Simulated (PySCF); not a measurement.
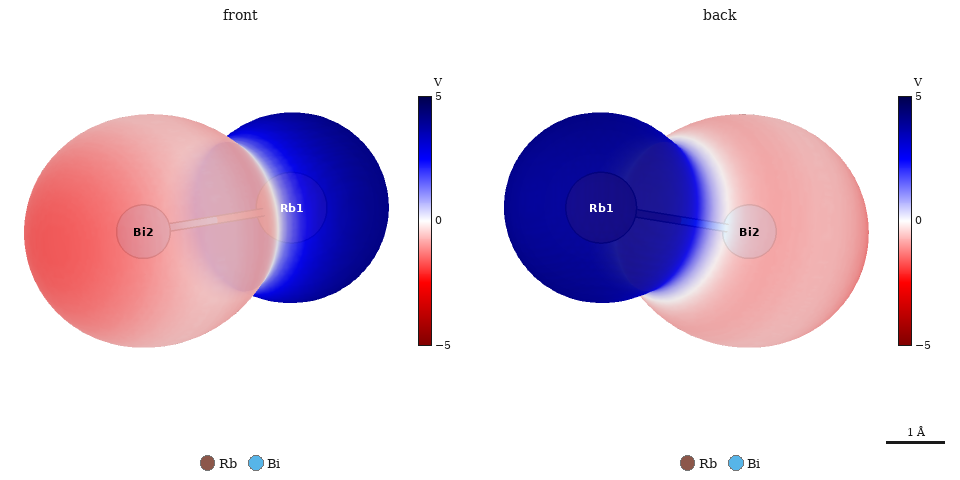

*RbBi (triplet). The electrostatic potential painted on the density surface at 0.004 e/bohr³, seen from the front and from behind; red is negative and blue positive.*

Core potentials replace the inner electrons of Rb and Bi.

Theory: PBE0/def2-SVPD, non-relativistic Hamiltonian with scalar-relativistic core potentials where named, at a bond length of 3.568 Å in PySCF.

```yaml
atoms:
  - { symbol: Rb, position_ang: [0.0000, 0.0000, -2.5371] }
  - { symbol: Bi, position_ang: [0.0000, 0.0000, 1.0309] }
```

Q: Which sites attract a positive test charge, and which a negative one?

A: A positive charge is drawn to the negative regions and a negative charge to the positive ones. The most negative region (about −1.7 V) lies over Bi2, the most positive (about +4.1 V) over Rb1.
